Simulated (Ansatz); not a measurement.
Convergence study of the plane-wave cutoff for VRu (P4mm, 2 atoms in the cell)

```
CELL_PARAMETERS angstrom
      3.01184     0.00000     0.00000
      0.00000     3.01184     0.00000
      0.00000     0.00000     3.01184
ATOMIC_POSITIONS crystal
  V  0.50000 0.50000 0.51660
  Ru 0.00000 0.00000 0.00000
```
Moments meant for the start (each program seeds them in its own way; μB, in the order of the atoms V Ru): 2.0 0.0.

Method: LDA (PW92), default PAW files made with PBE (plane waves; Ansatz, a quantum-chemistry and plane-wave program).

Base settings: basis.ecutwfc = 420 eV; kpoints.mp_grid.grid = 9 9 9; hamiltonian.xc = lda; hamiltonian.pseudopotentials = {kind: paw} (the program's default PAW files); magnetization.spin_polarized = true; scf.occupations.method = gaussian; scf.occupations.width = 0.1 eV.

The second cell is the first with its lattice scaled by 0.98.

The mesh stays at the base's, so the ladder's end is converged at best in this setting alone.

The first pressure column holds Ansatz's estimate of the finite-basis (Pulay) stress, which hides part of the cutoff error; the other is without it.

Only quantities that move along the ladder and can be compared are tabulated.

The count of work is k-points × plane waves × bands × iterations; it is no time. Core times come from one kind of shared machine, to one figure; runs under 30 s give none.

The starting cell comes from a database of computed structures (which also holds hypothetical and non-ambient phases and stackings), without a prior relaxation at this level. Its lattice was rescaled by up to half a per cent. One atom was moved a little off its site on purpose. The moments shrank to a small part of their start, a low-spin state that need not be the lowest. In the base run, with a pressure of about -16 GPa the cell is away from its equilibrium volume at this level.

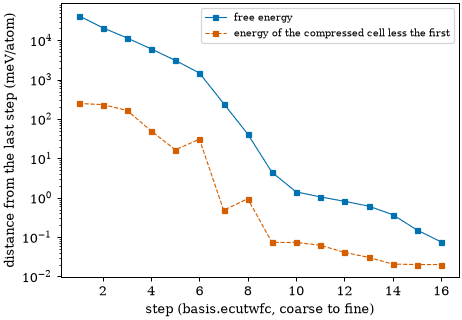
Fig. 1. Distance from the last step along the ladder; very small values are drawn at a floor.

| basis.ecutwfc | free energy less the last step's (meV/atom) | energy of the compressed cell less the first (meV/atom) | pressure (GPa) | pressure without the Pulay estimate (GPa) | largest difference of a force vector from the last step's (eV/Å) | count of work / last | core time / last (rough) |
|---|---|---|---|---|---|---|---|
| 145 eV | 42166.49 | -292.63 | -94.47 | -1463.82 | 1.400 | 0.040 | – |
| 170 eV | 20866.04 | -276.51 | -63.74 | -884.07 | 1.349 | 0.11 | – |
| 190 eV | 11487.27 | -210.15 | -36.45 | -563.19 | 0.759 | 0.081 | – |
| 210 eV | 6065.90 | -94.14 | -19.98 | -345.15 | 0.428 | 0.088 | – |
| 230 eV | 3086.89 | -60.78 | -11.98 | -206.96 | 0.082 | 0.12 | – |
| 250 eV | 1472.44 | -13.59 | -10.84 | -120.28 | 0.087 | 0.041 | – |
| 295 eV | 247.36 | -44.74 | -16.07 | -40.13 | 0.021 | 0.17 | – |
| 335 eV | 41.18 | -45.20 | -16.02 | -21.23 | 0.003 | 0.085 | – |
| 380 eV | 4.41 | -44.34 | -15.97 | -16.55 | 0.001 | 0.24 | – |
| 420 eV | 1.41 | -44.19 | -15.94 | -16.00 | 0.000 | 0.27 | 0.4 |
| 460 eV | 1.05 | -44.20 | -15.94 | -15.97 | 0.000 | 0.32 | 0.4 |
| 505 eV | 0.81 | -44.22 | -15.95 | -15.96 | 0.000 | 0.38 | 0.4 |
| 565 eV | 0.61 | -44.23 | -15.95 | -15.96 | 0.000 | 0.44 | 0.4 |
| 630 eV | 0.37 | -44.24 | -15.95 | -15.97 | 0.000 | 0.49 | 0.6 |
| 735 eV | 0.15 | -44.26 | -15.95 | -15.96 | 0.000 | 0.64 | 0.8 |
| 840 eV | 0.08 | -44.26 | -15.95 | -15.96 | 0.000 | 0.78 | 0.8 |
| 1010 eV | 0.00 | -44.26 | -15.95 | -15.95 | 0.000 | 1.0 | 1 |

Coarsest basis.ecutwfc that holds the free energy within 0.5 meV/atom of the last step, with all finer ones: 630 eV; the step before is off by 0.61 meV/atom.

Coarsest basis.ecutwfc that holds the energy of the compressed cell less the first within 0.2 meV/atom of the last step, with all finer ones: 380 eV, at 0.24 of the last step's count of work; the step before is off by 0.94 meV/atom.

Coarsest basis.ecutwfc that holds the pressure within 0.05 GPa of the last step, with all finer ones: 380 eV, at 0.24 of the last step's count of work; the step before is off by 0.06 GPa.

The energy difference between the two cells stays within 1 meV/atom of the last step's from 295 eV on, the total only from 505 eV on: much of the error is common to both cells and cancels.

At the lowest cutoff the pressure without the Pulay estimate lies 1450 GPa under the last step's, the usual sign of Pulay stress in an incomplete plane-wave basis.

Keys are those of Ansatz 0.2.
